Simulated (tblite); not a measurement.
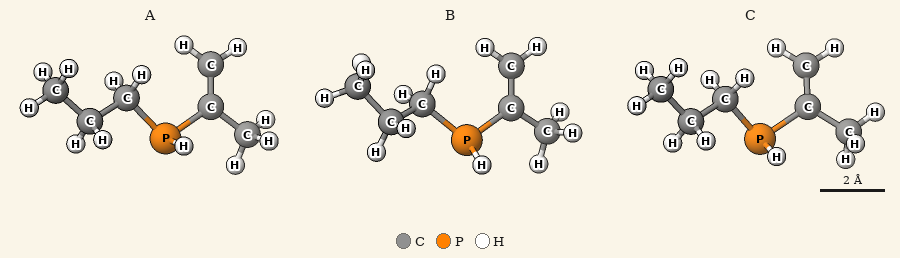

3 geometries from one relaxation of C$_{6}$H$_{13}$P, in shuffled order. A ball-and-stick model, seen at a tilt.

Method: tblite 0.8.0, GFN2-xTB geometry optimisation, gas phase. 

### Order the frames from highest to lowest energy.

B, A, C. They are steps 0, 39, 137, at +1.141 eV, +0.064 eV relative to the last. The energy falls by 1.141 eV in 137 geometry steps. An H atom moves most after the best rigid fit: 1.10 Å. By element the largest moves are H 1.10 Å, C 0.54 Å, P 0.52 Å. Near-neighbour distances that change, for instance: C–H 1.126 → 1.090 Å, H–P 1.437 → 1.404 Å, C–P 1.835 → 1.861 Å, C–C 1.476 → 1.499 Å. Among the angles between lasting bonds that change: C–P–H 114.5° → 95.2°, C–P–H 109.2° → 94.1°, C–P–C 108.4° → 101.1°. Groups turn about C–C by about 45°, C–C by about 30°.
